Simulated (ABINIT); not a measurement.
# CaC2 (R-3m): G0W0 with ABINIT, start to end, part 3 of 3

How does a plane-wave GW calculation on CaC2 (R-3m) run from the first input to the gap?

ABINIT 10.8.3; PBEsol and many-body steps on it, plane waves. Known limits of the many-body steps: not at the basis limit.

So far. Step 4 (Empty states on the mesh, 4×4×4 mesh, 42 bands): On this mesh the gap is 2.585 eV. Step 5 (Screening, 4×4×4 mesh, 38 bands, screening to 87.1 eV): Local fields lower ε∞ by 19 %.

**6. Self-energy, 4×4×4 mesh, 38 bands, screening to 87.1 eV**

The self-energy is evaluated for the states that the input lists, and the levels follow from it, in one-shot runs by the linearised quasiparticle equation.

This step: G0W0 on PBEsol, plane waves, norm-conserving pseudopotentials.

Contents of run.abi:

```
acell 3*1.0 Angstrom
rprim 
  1.944397984288 1.122598699617 3.953874776707
  -1.944397984288 1.122598699617 3.953874776707
  -0.000000000000 -2.245197399304 3.953874776686
ntypat 2
znucl 20 6
natom 3
typat 1 2 2
xred 
  0.000000000000 0.000000000000 0.000000000000
  0.552915000000 0.552915000000 0.552915000000
  0.447085000000 0.447085000000 0.447085000000
pp_dirpath "pseudos"
pseudos "Ca.upf, C.upf"
ecut 37
ngkpt 4 4 4
nshiftk 1
shiftk 0 0 0
kptopt 1
chksymbreak 0
istwfk *1
occopt 1
irdwfk 1
optdriver 4
nband 38
gwcalctyp 0
ecutsigx 37
symsigma 1
nkptgw 3
kptgw 
  0.5000000000 0.5000000000 0.5000000000
  0.5000000000 0.5000000000 0.0000000000
  0.0000000000 0.0000000000 0.0000000000
bdgw 
  7 11
  8 11
  8 11
ecuteps 3.2
irdscr 1
ppmodel 1
indata_prefix "in"
outdata_prefix "out"
tmpdata_prefix "tmp"
```

On the command line:

```bash
> OMP_NUM_THREADS=1 mpirun -n 8 abinit run.abi > log
```

Numbers of over 12 decimals in the logs are rounded to 6 here.

What it wrote:

```text
.Version 10.8.3 of ABINIT. v10.8.2 released Aug 2026.

 Symmetries : space group R-3 m (#166); Bravais hR (rhombohedral)
[... echo of the input left out ...]
== DATASET  1 ==================================================================
-   mpi_nproc: 8, omp_nthreads: 1 (-1 if OMP is not activated)

--- !DatasetInfo
iteration_state: {dtset: 1, }
dimensions: {natom: 3, nkpt: 13, mband: 38, nsppol: 1, nspinor: 1, nspden: 1, mpw: 3777, }
cutoff_energies: {ecut:  37.0, pawecutdg:  -1.0, }
electrons: {nelect:   1.80000000E+01, charge:   0.00000000E+00, occopt:   1.00000000E+00, tsmear:   1.00000000E-02, }

 SIGMA: Calculation of the GW corrections

 Based on a program developped by R.W. Godby, V. Olevano, G. Onida, and L. Reining.
 Incorporated in ABINIT by V. Olevano, G.-M. Rignanese, and M. Torrent.
.Using double precision arithmetic ; gwpc =  8

[... cell and pseudopotentials left out ...]
--------------------------------------------------------------------------------

 ==== K-mesh for the wavefunctions ====
 Number of points in the irreducible wedge :    13
[... list of points left out ...]
 Together with 12 symmetry operations and time-reversal symmetry
 yields    64 points in the full Brillouin Zone.

 ==== Q-mesh for screening function ====
 Number of points in the irreducible wedge :    13
[... list of points left out ...]
 Together with 12 symmetry operations and time-reversal symmetry
 yields    64 points in the full Brillouin Zone.

 vcoul_init : cutoff-mode = AUXILIARY_FUNCTION
 q-points for optical limit:   1
     1)      0.000010    0.000020    0.000030
 setmesh: FFT mesh size selected  =    48x   48x   48
          total number of points  =       110592

 Number of electrons calculated from density =   18.0000; Expected =   18.0000
 average of density, n =  0.051510
 r_s =    1.6673
 omega_plasma =   21.8928 [eV]

 === KS Band Gaps ===
  >>>> For spin  1
   Minimum direct gap =   3.8903 [eV], located at k-point      :   0.5000  0.5000  0.0000
   Fundamental gap    =   2.5851 [eV], Top of valence bands at :   0.5000  0.5000  0.5000
                                       Bottom of conduction at :   0.5000  0.5000  0.0000
 SIGMA fundamental parameters:
 PLASMON POLE MODEL  1
 number of plane-waves for SigmaX                 3777
 number of plane-waves for SigmaC and W             97
 number of plane-waves for wavefunctions          3777
 number of bands                                    38
 number of independent spin polarizations            1
 number of spinorial components                      1
 number of k-points in IBZ                          13
 number of q-points in IBZ                          13
 number of symmetry operations                      12
 number of k-points in BZ                           64
 number of q-points in BZ                           64
 number of frequencies for dSigma/dE                 9
 frequency step for dSigma/dE [eV]                0.25
 number of omega for Sigma on real axis              0
 max omega for Sigma on real axis  [eV]           0.00
 zcut for avoiding poles [eV]                     0.10

 EPSILON^-1 parameters (SCR file):
 dimension of the eps^-1 matrix on file             97
 dimension of the eps^-1 matrix used                97
 number of plane-waves for wavefunctions          3777
 number of bands                                    38
 number of q-points in IBZ                          13
 number of frequencies                               2
 number of real frequencies                          1
 number of imag frequencies                          1

 matrix elements of self-energy operator (all in [eV])

 Perturbative Calculation

--- !SelfEnergy_ee
iteration_state: {dtset: 1, }
kpoint     : [   0.500,    0.500,    0.500, ]
spin       : 1
KS_gap     :    5.544
QP_gap     :    6.693
Delta_QP_KS:    1.149
data: !SigmaeeData |
     Band     E0 <VxcDFT>   SigX SigC(E0)      Z dSigC/dE  Sig(E)    E-E0       E
        7   1.052 -13.415 -16.390   2.332   0.784  -0.276 -13.919  -0.504   0.548
        8   1.052 -13.415 -16.390   2.332   0.784  -0.276 -13.919  -0.504   0.548
        9   2.560 -14.924 -18.845   3.485   0.779  -0.284 -15.264  -0.340   2.220
       10   8.104  -8.203  -3.942  -3.294   0.837  -0.195  -7.394   0.809   8.913
       11   8.246 -14.001  -6.893  -3.954   0.813  -0.231 -11.438   2.563  10.809

--- !SelfEnergy_ee
iteration_state: {dtset: 1, }
kpoint     : [   0.500,    0.500,    0.000, ]
spin       : 1
KS_gap     :    3.890
QP_gap     :    5.962
Delta_QP_KS:    2.071
data: !SigmaeeData |
     Band     E0 <VxcDFT>   SigX SigC(E0)      Z dSigC/dE  Sig(E)    E-E0       E
        8   1.231 -13.450 -16.535   2.332   0.785  -0.273 -14.041  -0.591   0.640
        9   1.255 -13.860 -17.884   3.456   0.774  -0.292 -14.300  -0.440   0.815
       10   5.145 -11.474  -6.641  -2.838   0.817  -0.223  -9.843   1.631   6.777
       11   6.555 -13.746  -7.688  -3.221   0.807  -0.240 -11.458   2.289   8.844

--- !SelfEnergy_ee
iteration_state: {dtset: 1, }
kpoint     : [   0.000,    0.000,    0.000, ]
spin       : 1
KS_gap     :    3.898
QP_gap     :    6.430
Delta_QP_KS:    2.532
data: !SigmaeeData |
     Band     E0 <VxcDFT>   SigX SigC(E0)      Z dSigC/dE  Sig(E)    E-E0       E
        8   1.731 -13.847 -16.648   2.181   0.787  -0.271 -14.335  -0.488   1.243
        9   1.731 -13.847 -16.648   2.181   0.787  -0.271 -14.335  -0.488   1.243
       10   5.629 -12.960  -7.505  -2.935   0.811  -0.233 -10.916   2.044   7.674
       11   5.629 -12.960  -7.505  -2.935   0.811  -0.233 -10.916   2.044   7.674

== END DATASET(S) ==============================================================
================================================================================

 -outvars: echo values of variables after computation  --------
           etotal      0.0000000000E+00
            nband          38
             nkpt          13
          spgroup         166
 [... the other variables as echoed above ...]

 Calculation completed.
```

Run time: 4.3 s. Hardware: 8 MPI ranks of Arm Neoverse V1, shared host; peak memory 1.3 GiB; 33 s of CPU time.

Numbers from this step:

```
G0W0 gap on the points computed              : 4.557 eV
starting gap on the mesh                     : 2.585 eV
k of the valence top                         : 0.5, 0.5, 0.5
k of the conduction bottom                   : 0.5, 0.5, 0
Z at the valence top                         : 0.779
Z at the conduction bottom                   : 0.817
least direct G0W0 gap on the computed points : 5.962 eV
```

The gap on the mesh goes from 2.59 eV to 4.56 eV, a correction of +1.97 eV.

Limits: finite bands, cutoff and mesh. v1 is the top filled band, c1 the lowest empty one. The levels before and after the correction (eV, zero at the valence-band top of each column):

```csv
,conduction bottom,valence top
Kohn-Sham,2.59,0.00
G0W0,4.56,0.00
```

```
                         level  energy (eV)
Kohn-Sham  (0.5 0.5 0.5) v3-v2       -1.508
Kohn-Sham     (0.5 0.5 0.5) v1        0.000
Kohn-Sham     (0.5 0.5 0.5) c1        5.544
Kohn-Sham     (0.5 0.5 0.5) c2        5.686
Kohn-Sham       (0.5 0.5 0) v2       -1.329
Kohn-Sham       (0.5 0.5 0) v1       -1.305
Kohn-Sham       (0.5 0.5 0) c1        2.585
Kohn-Sham       (0.5 0.5 0) c2        3.995
     G0W0  (0.5 0.5 0.5) v3-v2       -1.672
     G0W0     (0.5 0.5 0.5) v1        0.000
     G0W0     (0.5 0.5 0.5) c1        6.693
     G0W0     (0.5 0.5 0.5) c2        8.589
     G0W0       (0.5 0.5 0) v2       -1.580
     G0W0       (0.5 0.5 0) v1       -1.405
     G0W0       (0.5 0.5 0) c1        4.557
     G0W0       (0.5 0.5 0) c2        6.624
```

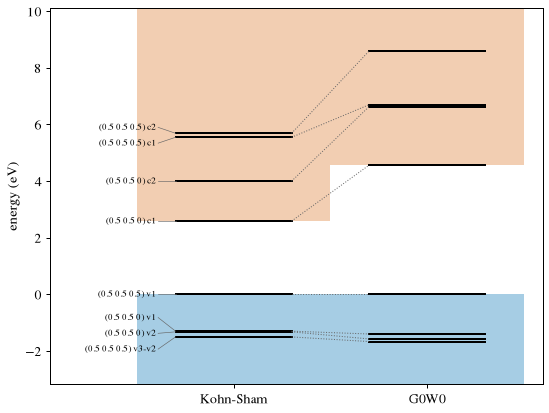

Levels before and after the correction. Shaded: valence and conduction bands.

**7. Where the time went**

Times are wall times on 8 MPI ranks of Arm Neoverse V1, shared host, good to a factor of about two.

```
                          step   time  share  memory (GiB)
                  ground state   11 s   23 %          0.74
bands along the symmetry lines   14 s   29 %          0.57
      empty states on the mesh  8.4 s   17 %          0.56
                     screening   11 s   23 %           1.4
                   self-energy  4.3 s    9 %           1.3
```

**8. Results**

| Item | Value |
| --- | --- |
| PBEsol gap | 2.59 eV, indirect |
| G0W0 gap on the mesh | 4.56 eV |
| GW settings | 4×4×4 mesh, 38 bands, screening to 87.1 eV, Godby-Needs plasmon pole |
| known limits | not at the basis limit |

In words: G0W0 moves the gap on the mesh from 2.59 eV to 4.56 eV (+1.97 eV), with Z of 0.78 and 0.82 at the edges. Local fields lower the RPA ε∞ on this mesh from 4.69 to 3.79. Only 3 of the mesh's irreducible points were corrected, so a valley elsewhere could overtake. Bands and cutoff are finite, so the gap is not at the basis limit. The miss can reach some tenths of an eV and take either sign; the mesh is an error of its own. In the G0W0 run levels were corrected at 3 k points alone, so a gap called «on the mesh» is the least over those, and an edge elsewhere would be missed.

[Paths, hosts, dates, memory and timing lines, banners, echoed tables and standing remarks are left out of the program output.]

[Logs are printed without paths, hosts, clocks, repeated set-up lines and the standing remarks that a program may print on its own settings, such as how far it seeks lower states.]

[Runs of the session that timed out or met a known fault of the program may be left out.]

[Hosts, paths, dates, database ids (printed as entryN), source tags and the programs' standing remarks are cut or masked in the printed files.]

[G0W0 gaps are taken among the corrected bands and points alone; a level outside them can change the order at an edge.]

[Where Ansatz stands beside ABINIT at settings called matched, ABINIT's density can come from a denser mesh and the files from another edition; pairs whose starting gaps differed by over 0.03 eV were left out, so agreement reads better than it is.]
